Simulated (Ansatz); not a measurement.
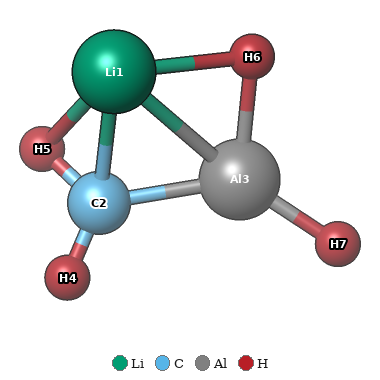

The system is CH4AlLi; the picture shows the grid point nearest to the relaxed geometry. Two internal coordinates are moved rigidly from the geometry relaxed at PBE0-D4/def2-TZVP, all others fixed. Coordinates scanned: (1) bond Al3–H7; (2) bond C2–H4. The grid has 7 × 7 points. Points are written as (first, second). Energies are in eV, from the lowest grid point. Computed with RKS PBE-D4/def2-TZVPP (Ansatz).

Its coordinates:

```xyz
7

Li   -1.5693    0.5697    0.4221
C    -0.3398   -0.5182   -0.7394
Al    0.8479    0.1772    0.5051
H    -0.1728   -1.4427   -1.2215
H    -0.9087    0.1300   -1.4301
H    -0.0071    1.4236    1.2071
H     2.1000   -0.2951    1.2446
```

Range: bond Al3–H7 from 1.362 to 2.059 Å; bond C2–H4 from 0.892 to 1.577 Å.

### Predict the map.

The lowest grid point is at (1.645 Å, 1.056 Å). The bottom of the well lies between grid points, at about (1.593 Å, 1.094 Å), about 0.045 eV lower on the interpolated surface. It is the only kind of minimum in the scanned range. The highest grid point, (2.059 Å, 1.577 Å), lies 2.41 eV above the lowest. Round the minimum the two coordinates are nearly uncoupled.

```tsv
bond C2–H4 ↓, bond Al3–H7 →	1.362	1.430	1.529	1.645	1.774	1.912	2.059
1.577	2.10	1.84	1.66	1.65	1.81	2.07	2.41
1.432	1.44	1.19	1.01	1.00	1.15	1.41	1.75
1.296	0.88	0.62	0.44	0.43	0.58	0.84	1.19
1.170	0.50	0.25	0.07	0.06	0.20	0.47	0.81
1.056	0.45	0.19	0.01	0.00	0.15	0.41	0.75
0.958	0.82	0.57	0.38	0.37	0.52	0.78	1.12
0.892	1.44	1.18	1.00	0.99	1.13	1.39	1.73
```

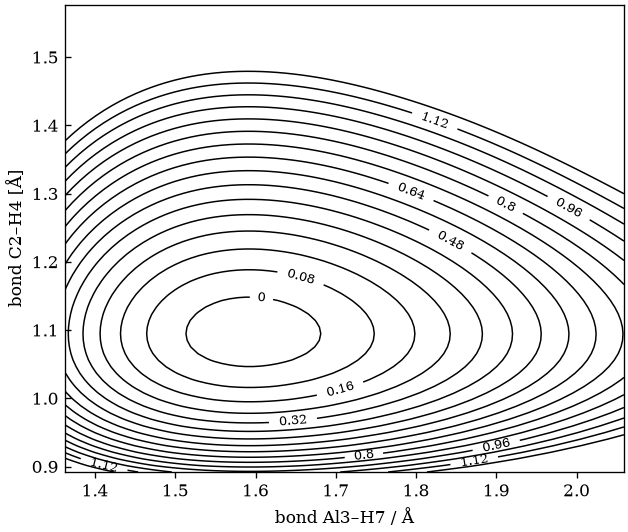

In the figure: contour lines labelled in eV (none above 1.2). Between grid points the surface is interpolated.
